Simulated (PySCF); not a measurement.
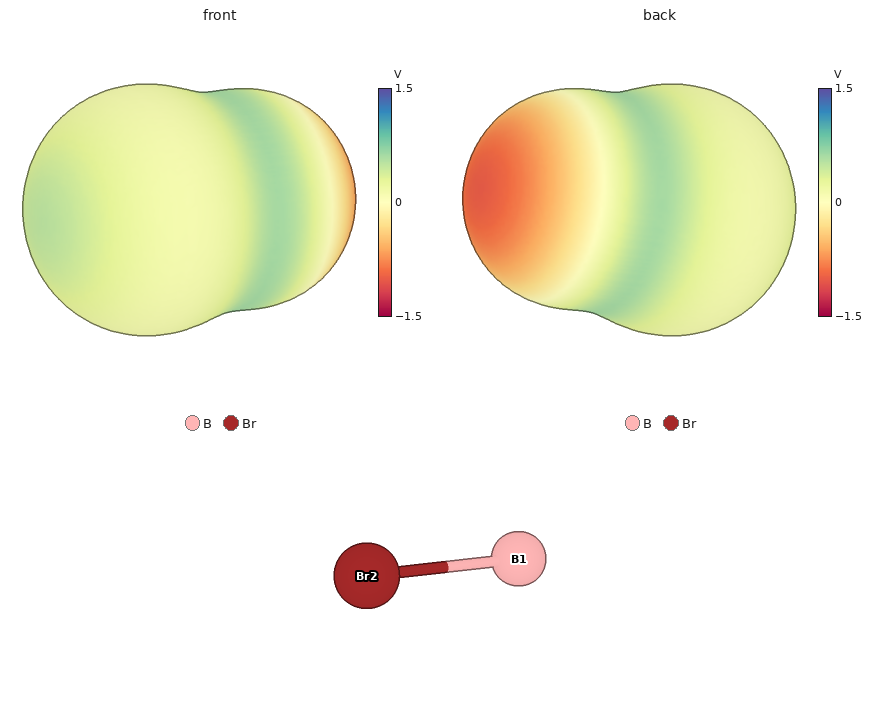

The picture shows: BBr. The electrostatic potential painted on the density surface at 0.001 e/bohr³, seen from the front and from behind; red is negative and blue positive. The bare structure is drawn below in the same view.

Theory: PBE0/6-31G(d,p), non-relativistic, at a bond length of 1.919 Å in PySCF.

Where is the surface potential most negative and most positive?

The most negative region (about −1.0 V) lies over Br2, the most positive (about +0.6 V) over B1.
